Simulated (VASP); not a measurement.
# Gd (Gadolinium) with LDA + U: from relaxation to properties, part 6 of 12

What structure does Gd (Gadolinium) take at this level, and what are its properties? The start is a cell from a database of measured crystal structures.

VASP 6.6.1, plane waves and PAW; the level of theory is named at each step.

Still holding for the runs below: The k-mesh is coarse for a metal.

So far. Step 6 (Magnetic order: antiferromagnetic, q = (1/2, 1/2, 0)): The energy lies +47.4 meV an atom from the first pattern. The run ends antiferromagnetic with a largest moment of 7.02 μB, and the mesh shows no gap. Step 7 (The orders side by side): The session goes on in the lowest magnetic state found: ferromagnetic. The next one lies 27.6 meV an atom higher.

## Step 8: Full relaxation (LDA + U)

This step: LDA, DFT+U (Gd f 5 eV), spin-polarised from a ferromagnetic start; plane waves and PAW (Gd) (VASP 6.6.1).

System of this step: Gd (Gadolinium). The structure is hexagonal, space group P6_3/mmc (No. 194). Conventional cell: a = 3.636 Å, b = 3.636 Å, c = 5.783 Å, α = 90.00°, β = 90.00°, γ = 120.00°. Nearest to Gd lie 12 Gd at 3.57 to 3.64 Å.

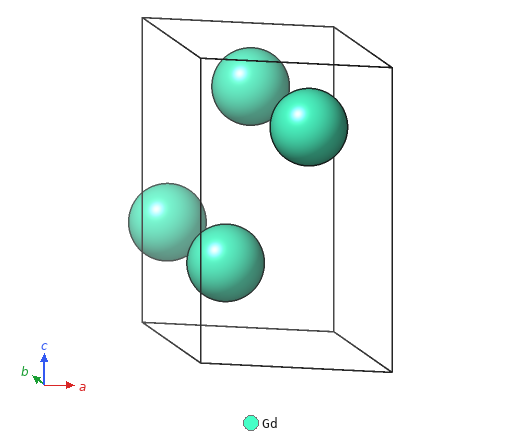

The cell of this step (gadolinium teal). 1×2×1 cells are drawn.

Properties are meant for the cell that this level of theory prefers, so cell and atoms are relaxed first (ISIF = 3) until forces and stress are small; EDIFFG sets the threshold.

INCAR

```
SYSTEM = Gd
PREC = Accurate
ENCUT = 450
EDIFF = 1E-06
NELM = 150
ISMEAR = 1
SIGMA = 0.2
LREAL = .FALSE.
ALGO = Normal
GGA = CA
NBANDS = 34
ISPIN = 2
MAGMOM = 7.12 7.12
LDAU = .TRUE.
LDAUTYPE = 2
LDAUL = 3
LDAUU = 5
LDAUJ = 0
LDAUPRINT = 1
LASPH = .TRUE.
LMAXMIX = 6
AMIX = 0.2
BMIX = 1E-04
AMIX_MAG = 0.8
BMIX_MAG = 1E-04
LORBIT = 11
LWAVE = .FALSE.
LCHARG = .FALSE.
KPAR = 4
IBRION = 2
NSW = 60
ISIF = 3
EDIFFG = -0.01
```

POSCAR

```
Gd
1.0
    3.6360000000      0.0000000000      0.0000000000
   -1.8180000000      3.1488683682      0.0000000000
    0.0000000000      0.0000000000      5.7826000000
Gd
2
Direct
    0.3333333333      0.6666666667      0.2500000000
    0.6666666667      0.3333333333      0.7500000000
```

KPOINTS

```
Automatic mesh
0
Gamma
7 7 4
0 0 0
```

Potentials, in the order of the species: Gd (PBE family, release 64).

Run with:

```console
$ mpirun -np 4 vasp_std
```

The program printed:

```text
[... set-up lines as in an earlier step ...]
 entering main loop
       N       E                     dE             d eps       ncg     rms          rms(c)
DAV:   1     0.258216148309E+03    0.25822E+03   -0.10710E+04  4632   0.465E+03
DAV:   2     0.428685755727E+02   -0.21535E+03   -0.18573E+03  4656   0.435E+02
DAV:   3    -0.451001340769E+01   -0.47379E+02   -0.45819E+02  5258   0.148E+02
DAV:   4    -0.125167525255E+02   -0.80067E+01   -0.79438E+01  6312   0.509E+01
DAV:   5    -0.133929461000E+02   -0.87619E+00   -0.87351E+00  6234   0.169E+01    0.532E+01
DAV:   6    -0.219563515265E+02   -0.85634E+01   -0.85186E+00  5332   0.852E+01    0.359E+01
DAV:   7    -0.226130623510E+02   -0.65671E+00   -0.17983E+00  5752   0.162E+01    0.429E+01
DAV:   8    -0.226373188193E+02   -0.24256E-01   -0.21569E-01  6106   0.235E+00    0.546E+01
DAV:   9    -0.226361504978E+02    0.11683E-02   -0.56344E-02  5096   0.257E+00    0.335E+01
DAV:  10    -0.226405039060E+02   -0.43534E-02   -0.40390E-02  5636   0.147E+00    0.576E+00
DAV:  11    -0.226425657782E+02   -0.20619E-02   -0.38287E-03  6020   0.391E-01    0.152E+00
DAV:  12    -0.226417973611E+02    0.76842E-03   -0.11225E-03  5076   0.422E-01    0.117E+00
DAV:  13    -0.226414479226E+02    0.34944E-03   -0.10496E-03  5744   0.310E-01    0.136E+00
DAV:  14    -0.226414249626E+02    0.22960E-04   -0.32777E-04  5954   0.791E-02    0.277E-01
DAV:  15    -0.226414063488E+02    0.18614E-04   -0.89283E-05  4800   0.134E-01    0.324E-02
DAV:  16    -0.226414055835E+02    0.76532E-06   -0.19373E-05  6180   0.343E-02    0.108E-01
DAV:  17    -0.226414053695E+02    0.21392E-06   -0.10772E-06  3010   0.133E-02
   1 F= -.22641405E+02 E0= -.22641602E+02  d E =-.226414E+02  mag=    15.4889
 curvature:   0.00 expect dE= 0.000E+00 dE for cont linesearch  0.000E+00
 trial: gam= 0.00000 g(F)=  0.233E-47 g(S)=  0.183E+00 ort = 0.000E+00 (trialstep = 0.100E+01)
 search vector abs. value=  0.183E+00
 bond charge predicted
       N       E                     dE             d eps       ncg     rms          rms(c)
DAV:   1    -0.335463938120E+02   -0.10905E+02   -0.10307E+02  5048   0.105E+02    0.120E+02
DAV:   2    -0.242470702046E+02    0.92993E+01   -0.26021E+01  4620   0.150E+02    0.803E+01
DAV:   3    -0.236139573671E+02    0.63311E+00   -0.39196E+00  5502   0.195E+01    0.671E+01
DAV:   4    -0.232005823375E+02    0.41338E+00   -0.62838E-01  5824   0.101E+01    0.427E+01
DAV:   5    -0.228588008239E+02    0.34178E+00   -0.56327E-01  5708   0.887E+00    0.208E+01
DAV:   6    -0.227223427325E+02    0.13646E+00   -0.54191E-01  6234   0.686E+00    0.799E+00
DAV:   7    -0.227292497583E+02   -0.69070E-02   -0.49529E-02  5420   0.870E-01    0.472E+00
DAV:   8    -0.227175988306E+02    0.11651E-01   -0.49487E-02  6208   0.806E-01    0.303E+00
DAV:   9    -0.227159820672E+02    0.16168E-02   -0.28406E-02  6172   0.620E-01    0.164E+00
DAV:  10    -0.227188636209E+02   -0.28816E-02   -0.28611E-02  5808   0.847E-01    0.191E+00
DAV:  11    -0.227190380779E+02   -0.17446E-03   -0.13147E-03  5542   0.161E-01    0.178E+00
DAV:  12    -0.227191966311E+02   -0.15855E-03   -0.78639E-05  5546   0.619E-02    0.122E+00
DAV:  13    -0.227196235435E+02   -0.42691E-03   -0.25038E-04  6382   0.108E-01    0.353E-01
DAV:  14    -0.227196759655E+02   -0.52422E-04   -0.11169E-04  6336   0.564E-02    0.369E-01
DAV:  15    -0.227196758242E+02    0.14127E-06   -0.91339E-06  4804   0.114E-02
   2 F= -.22719676E+02 E0= -.22719625E+02  d E =-.782705E-01  mag=    15.3428
[...]
3 F= -.22721660E+02 E0= -.22721469E+02  d E =-.802551E-01  mag=    15.3659
[...]
4 F= -.22721728E+02 E0= -.22721551E+02  d E =-.803225E-01  mag=    15.3626
[...]
5 F= -.22721823E+02 E0= -.22721608E+02  d E =-.950849E-04  mag=    15.3597
 trial-energy change:   -0.000095  1 .order   -0.000105   -0.000129   -0.000080
 step:   2.5357(harm=  2.5357)  dis= 0.00000  next Energy=   -22.721897 (dE=-0.169E-03)
 bond charge predicted
       N       E                     dE             d eps       ncg     rms          rms(c)
DAV:   1    -0.227245200939E+02   -0.26975E-02   -0.32693E-02  4584   0.156E+01    0.692E-01
DAV:   2    -0.227239372603E+02    0.58283E-03   -0.13656E-02  5340   0.147E+00    0.457E-01
DAV:   3    -0.227230831056E+02    0.85415E-03   -0.73524E-04  6358   0.729E-01    0.295E-01
DAV:   4    -0.227221798918E+02    0.90321E-03   -0.44478E-04  5548   0.110E+00    0.156E-01
DAV:   5    -0.227219266919E+02    0.25320E-03   -0.35995E-04  6328   0.655E-01    0.154E-01
DAV:   6    -0.227218817771E+02    0.44915E-04   -0.17201E-04  6270   0.322E-01    0.123E-01
DAV:   7    -0.227218443313E+02    0.37446E-04   -0.37939E-05  4768   0.271E-01    0.933E-02
DAV:   8    -0.227218282195E+02    0.16112E-04   -0.34450E-05  5106   0.344E-01    0.438E-02
DAV:   9    -0.227218334245E+02   -0.52049E-05   -0.49683E-05  6078   0.362E-02    0.452E-02
DAV:  10    -0.227218338329E+02   -0.40842E-06   -0.71017E-07  2042   0.111E-02
   6 F= -.22721834E+02 E0= -.22721566E+02  d E =-.105953E-03  mag=    15.3550
 curvature:  -1.28 expect dE=-0.914E-05 dE for cont linesearch -0.217E-06
 trial: gam= 0.15275 g(F)=  0.186E-46 g(S)=  0.713E-05 ort =-0.477E-05 (trialstep = 0.129E+01)
 search vector abs. value=  0.881E-05
 reached required accuracy - stopping structural energy minimisation
```

Run time: 67 s. Hardware: 4 MPI ranks of Intel Xeon 6975P-C (Granite Rapids), shared host; peak memory 0.86 GiB.

Parts of OUTCAR (step 8):

```text
   NELECT =      36.0000    total number of electrons

atom =   1  type =  1  l = 3

 onsite density matrix

spin component  1

  0.9898  0.0000  0.0000  0.0000 -0.0000 -0.0000 -0.0000
  0.0000  0.9892  0.0000 -0.0000  0.0000  0.0000 -0.0000
  0.0000  0.0000  0.9886 -0.0000 -0.0000 -0.0000  0.0000
  0.0000 -0.0000 -0.0000  0.9897  0.0000  0.0000  0.0000
 -0.0000  0.0000 -0.0000  0.0000  0.9886  0.0000  0.0000
 -0.0000  0.0000 -0.0000  0.0000  0.0000  0.9892  0.0000
 -0.0000 -0.0000  0.0000  0.0000  0.0000  0.0000  0.9886

spin component  2

  0.0021 -0.0000  0.0000 -0.0000 -0.0000  0.0000  0.0000
 -0.0000  0.0017  0.0000  0.0000 -0.0000 -0.0000 -0.0000
  0.0000  0.0000  0.0010  0.0000  0.0000  0.0000 -0.0000
 -0.0000  0.0000  0.0000  0.0015  0.0000  0.0000  0.0000
 -0.0000 -0.0000  0.0000  0.0000  0.0010  0.0000  0.0000
  0.0000 -0.0000  0.0000  0.0000  0.0000  0.0017 -0.0000
  0.0000 -0.0000 -0.0000  0.0000  0.0000 -0.0000  0.0009

 occupancies and eigenvectors

  o =  0.0009  v =  0.0000  0.0000  0.0000  0.0000  0.0000  0.0000  0.0000  0.0000 -0.0000 -0.0000  0.0000  0.0000  0.0000 -1.0000      0.0000  0.0000  0.0000  0.0000  0.0000  0.0000  0.0000  0.0000  0.0000  0.0000  0.0000  0.0000  0.0000  0.0000
  o =  0.0010  v =  0.0000  0.0000  0.0000  0.0000  0.0000  0.0000  0.0000  0.0000  0.0000 -0.0006 -0.0000  1.0000 -0.0000  0.0000      0.0000  0.0000  0.0000  0.0000  0.0000  0.0000  0.0000  0.0000  0.0000  0.0000  0.0000  0.0000  0.0000  0.0000
  o =  0.0010  v =  0.0000  0.0000  0.0000  0.0000  0.0000  0.0000  0.0000  0.0000  0.0000 -1.0000  0.0000 -0.0006  0.0000 -0.0000      0.0000  0.0000  0.0000  0.0000  0.0000  0.0000  0.0000  0.0000  0.0000  0.0000  0.0000  0.0000  0.0000  0.0000
  o =  0.0015  v =  0.0000  0.0000  0.0000  0.0000  0.0000  0.0000  0.0000  0.0000 -0.0000  0.0000  1.0000  0.0000 -0.0000  0.0000      0.0000  0.0000  0.0000  0.0000  0.0000  0.0000  0.0000  0.0000  0.0000  0.0000  0.0000  0.0000  0.0000  0.0000
  o =  0.0017  v =  0.0000  0.0000  0.0000  0.0000  0.0000  0.0000  0.0000  0.0000 -0.0373 -0.0000 -0.0000 -0.0000 -0.9993 -0.0000      0.0000  0.0000  0.0000  0.0000  0.0000  0.0000  0.0000  0.0000  0.0000  0.0000  0.0000  0.0000  0.0000  0.0000
  o =  0.0017  v =  0.0000  0.0000  0.0000  0.0000  0.0000  0.0000  0.0000  0.0000  0.9993  0.0000 -0.0000 -0.0000 -0.0373 -0.0000      0.0000  0.0000  0.0000  0.0000  0.0000  0.0000  0.0000  0.0000  0.0000  0.0000  0.0000  0.0000  0.0000  0.0000
  o =  0.0021  v =  0.0000  0.0000  0.0000  0.0000  0.0000  0.0000  0.0000  1.0000 -0.0000  0.0000 -0.0000 -0.0000  0.0000  0.0000      0.0000  0.0000  0.0000  0.0000  0.0000  0.0000  0.0000  0.0000  0.0000  0.0000  0.0000  0.0000  0.0000  0.0000
  o =  0.9886  v =  0.0000  0.0000 -0.0000 -0.0000 -0.0000 -0.0000  1.0000  0.0000  0.0000  0.0000  0.0000  0.0000  0.0000  0.0000      0.0000  0.0000  0.0000  0.0000  0.0000  0.0000  0.0000  0.0000  0.0000  0.0000  0.0000  0.0000  0.0000  0.0000
  o =  0.9886  v =  0.0000  0.0000  0.0000 -0.0000  1.0000 -0.0000  0.0000  0.0000  0.0000  0.0000  0.0000  0.0000  0.0000  0.0000      0.0000  0.0000  0.0000  0.0000  0.0000  0.0000  0.0000  0.0000  0.0000  0.0000  0.0000  0.0000  0.0000  0.0000
  o =  0.9886  v = -0.0000 -0.0000  1.0000  0.0000 -0.0000  0.0000  0.0000  0.0000  0.0000  0.0000  0.0000  0.0000  0.0000  0.0000      0.0000  0.0000  0.0000  0.0000  0.0000  0.0000  0.0000  0.0000  0.0000  0.0000  0.0000  0.0000  0.0000  0.0000
  o =  0.9892  v = -0.0000  0.0176  0.0000  0.0000 -0.0000 -0.9998 -0.0000  0.0000  0.0000  0.0000  0.0000  0.0000  0.0000  0.0000      0.0000  0.0000  0.0000  0.0000  0.0000  0.0000  0.0000  0.0000  0.0000  0.0000  0.0000  0.0000  0.0000  0.0000
  o =  0.9892  v =  0.0000 -0.9998 -0.0000  0.0000  0.0000 -0.0176  0.0000  0.0000  0.0000  0.0000  0.0000  0.0000  0.0000  0.0000      0.0000  0.0000  0.0000  0.0000  0.0000  0.0000  0.0000  0.0000  0.0000  0.0000  0.0000  0.0000  0.0000  0.0000
[...]
o =  0.0017  v =  0.0000  0.0000  0.0000  0.0000  0.0000  0.0000  0.0000  0.0000 -0.0180 -0.0000 -0.0000  0.0000 -0.9998  0.0000      0.0000  0.0000  0.0000  0.0000  0.0000  0.0000  0.0000  0.0000  0.0000  0.0000  0.0000  0.0000  0.0000  0.0000
  o =  0.0017  v =  0.0000  0.0000  0.0000  0.0000  0.0000  0.0000  0.0000 -0.0000 -0.9998 -0.0000  0.0000  0.0000  0.0180  0.0000      0.0000  0.0000  0.0000  0.0000  0.0000  0.0000  0.0000  0.0000  0.0000  0.0000  0.0000  0.0000  0.0000  0.0000
  o =  0.0021  v =  0.0000  0.0000  0.0000  0.0000  0.0000  0.0000  0.0000  1.0000 -0.0000  0.0000 -0.0000 -0.0000  0.0000  0.0000      0.0000  0.0000  0.0000  0.0000  0.0000  0.0000  0.0000  0.0000  0.0000  0.0000  0.0000  0.0000  0.0000  0.0000
  o =  0.9886  v =  0.0000  0.0000  0.0000 -0.0000  0.0000 -0.0000 -1.0000  0.0000  0.0000  0.0000  0.0000  0.0000  0.0000  0.0000      0.0000  0.0000  0.0000  0.0000  0.0000  0.0000  0.0000  0.0000  0.0000  0.0000  0.0000  0.0000  0.0000  0.0000
  o =  0.9886  v =  0.0000  0.0000  0.0000 -0.0000  1.0000  0.0000  0.0000  0.0000  0.0000  0.0000  0.0000  0.0000  0.0000  0.0000      0.0000  0.0000  0.0000  0.0000  0.0000  0.0000  0.0000  0.0000  0.0000  0.0000  0.0000  0.0000  0.0000  0.0000
  o =  0.9886  v = -0.0000 -0.0000  1.0000 -0.0000 -0.0000 -0.0000  0.0000  0.0000  0.0000  0.0000  0.0000  0.0000  0.0000  0.0000      0.0000  0.0000  0.0000  0.0000  0.0000  0.0000  0.0000  0.0000  0.0000  0.0000  0.0000  0.0000  0.0000  0.0000
  o =  0.9892  v =  0.0000 -0.0579 -0.0000 -0.0000 -0.0000  0.9983 -0.0000  0.0000  0.0000  0.0000  0.0000  0.0000  0.0000  0.0000      0.0000  0.0000  0.0000  0.0000  0.0000  0.0000  0.0000  0.0000  0.0000  0.0000  0.0000  0.0000  0.0000  0.0000
  o =  0.9892  v =  0.0000 -0.9983 -0.0000  0.0000  0.0000 -0.0579 -0.0000  0.0000  0.0000  0.0000  0.0000  0.0000  0.0000  0.0000      0.0000  0.0000  0.0000  0.0000  0.0000  0.0000  0.0000  0.0000  0.0000  0.0000  0.0000  0.0000  0.0000  0.0000
  o =  0.9897  v = -0.0000  0.0000  0.0000  1.0000  0.0000  0.0000 -0.0000  0.0000  0.0000  0.0000  0.0000  0.0000  0.0000  0.0000      0.0000  0.0000  0.0000  0.0000  0.0000  0.0000  0.0000  0.0000  0.0000  0.0000  0.0000  0.0000  0.0000  0.0000
  o =  0.9898  v =  1.0000  0.0000  0.0000  0.0000 -0.0000 -0.0000  0.0000  0.0000  0.0000  0.0000  0.0000  0.0000  0.0000  0.0000      0.0000  0.0000  0.0000  0.0000  0.0000  0.0000  0.0000  0.0000  0.0000  0.0000  0.0000  0.0000  0.0000  0.0000

 E-fermi :   3.2312

 spin component 1
 k-point     1 :       0.0000    0.0000    0.0000
  band No.  band energies     occupation
    ...
     20      -3.9911      1.00000
     21      -3.9632      1.00000
     22      -3.9575      1.00000
     23      -1.9395      1.00000
     24       0.5754      1.00000
     25       4.5168     -0.00000
     26       4.5168     -0.00000
     27       4.6671     -0.00000
     28       4.7300     -0.00000
     29       5.2171     -0.00000
    ...

 k-point     2 :       0.1429   -0.0000    0.0000
  band No.  band energies     occupation
    ...
     20      -4.0004      1.00000
     21      -3.9815      1.00000
     22      -3.9710      1.00000
     23      -1.4106      1.00000
     24       1.0752      1.00000
     25       3.6817     -0.00325
     26       3.8915     -0.00002
     27       4.7173     -0.00000
     28       5.0460     -0.00000
     29       5.3451     -0.00000
    ...

  Total       -0.0084495     -0.0084495     -0.0123664      0.0000000      0.0000000      0.0000000
  in kB       -0.2262339     -0.2262339     -0.3311085      0.0000000      0.0000000      0.0000000
  external PRESSURE =      -0.2611921 kB  Pullay stress =       0.0000000 kB

 POSITION                                       TOTAL-FORCE (eV/Angst)
 -----------------------------------------------------------------------------------
     -0.00000      2.02601      1.40278         0.000000     -0.000000      0.000000
      1.75457      1.01300      4.20834        -0.000000      0.000000      0.000000
 -----------------------------------------------------------------------------------
    total drift:                                0.000000     -0.000000      0.000000

  FREE ENERGIE OF THE ION-ELECTRON SYSTEM (eV)
  ---------------------------------------------------
  free  energy   TOTEN  =       -22.7218338329 eV

  energy  without entropy=      -22.7210294926  energy(sigma->0) =      -22.72156572

 reached required accuracy - stopping structural energy minimisation

 magnetization (x)
# of ion       s       p       d       f       tot
--------------------------------------------------
    1        0.006  -0.033   0.233   6.908   7.115
    2        0.006  -0.033   0.233   6.908   7.115
--------------------------------------------------
tot          0.012  -0.066   0.466  13.817  14.229

[... 8 parts as in an earlier step ...]

[... 14 further parts left out ...]
```

The magnetic order is the lowest of the few collinear ones that converged above; longer or canted patterns were not tried. After so large a change of volume the plane waves of the start cell no longer fit, so the final stress carries a basis-set error. The run keeps the 24 symmetry operations of its start, so it cannot find a distortion of lower symmetry.

Relaxation path:

```tsv
step	energy less that of the first step (eV)	largest force (eV/Å)	pressure (GPa)	volume (Å³)
1	0.0000	0.0000	-3.84	66.21
2	-0.0783	0.0000	0.99	58.88
3	-0.0803	0.0000	-0.15	60.01
4	-0.0803	0.0000	0.04	59.85
5	-0.0804	0.0000	-0.02	59.85
6	-0.0804	0.0000	-0.03	59.84
```

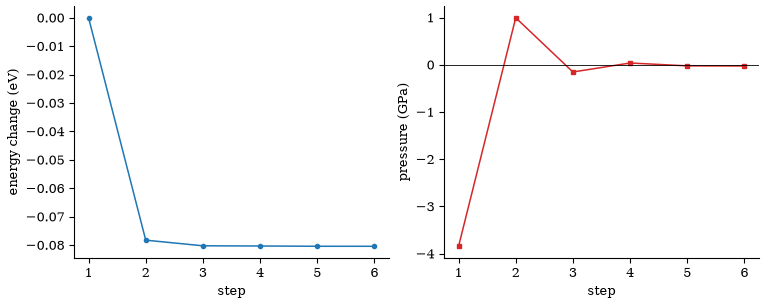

Energy and pressure along the relaxation.

```tsv
conventional cell, symmetrised	before	after	change
a (Å)	3.636	3.509	-3.5 %
b (Å)	3.636	3.509	-3.5 %
c (Å)	5.783	5.611	-3.0 %
volume (Å³/atom)	33.10	29.92	-9.6 %
```

The relaxed structure:

```xyz
2
Lattice="3.5091 0.0000 0.0000 -1.7546 3.0390 0.0000 0.0000 0.0000 5.6111" Properties=species:S:1:pos:R:3 pbc="T T T"
Gd    0.0000    2.0260    1.4028
Gd    1.7546    1.0130    4.2083
```

Numbers from this step:

* electrons: 36
* bands: 34
* irreducible k-points: 24
* symmetry operations: 24
* free energy (TOTEN): -22.72 eV
* energy at zero smearing: -22.72 eV
* Fermi energy: 3.231 eV
* pressure: -0.02612 GPa
* moment of the cell, from the last line of the log: 15.36 μB
* SCF cycles over all ionic steps: 73

Spin moment in the PAW sphere by atom:

```tsv
atom	spin moment in the PAW sphere (μB)
Gd1	7.12
Gd2	7.12
```

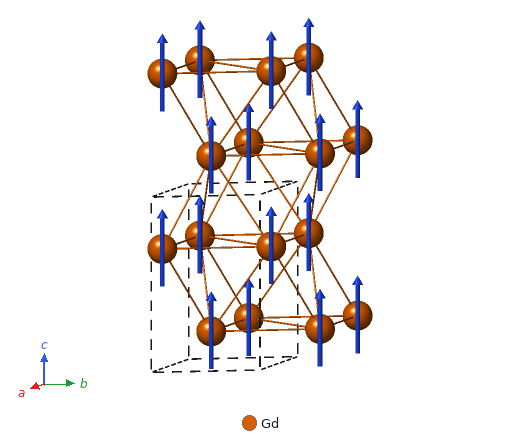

Spin moment in the PAW sphere as arrows, the longest 7.12 μB. Up and down stand for the sign. Arrows give size and sign along the axis of quantisation, drawn up and down the page. 2×2×2 cells are drawn.

It ends with forces that vanish by symmetry and a pressure of -0.03 GPa.

(Continued in part 7 of 12.)

[Lines on the potential files, build, host, timing and source positions are cut from VASP's logs without a mark.]

[Logs are printed without paths, hosts, clocks, repeated set-up lines and the standing remarks that a program may print on its own settings, such as how far it seeks lower states.]

[Hosts, paths, dates, database ids (printed as entryN), source tags and the programs' standing remarks are cut or masked in the printed files.]

[A measured line is paired with the nearest computed mode of its activity, which favours agreement.]

[In band tables of VASP the shares of atoms and orbitals are scaled to a sum of 1 inside the atoms' spheres.]
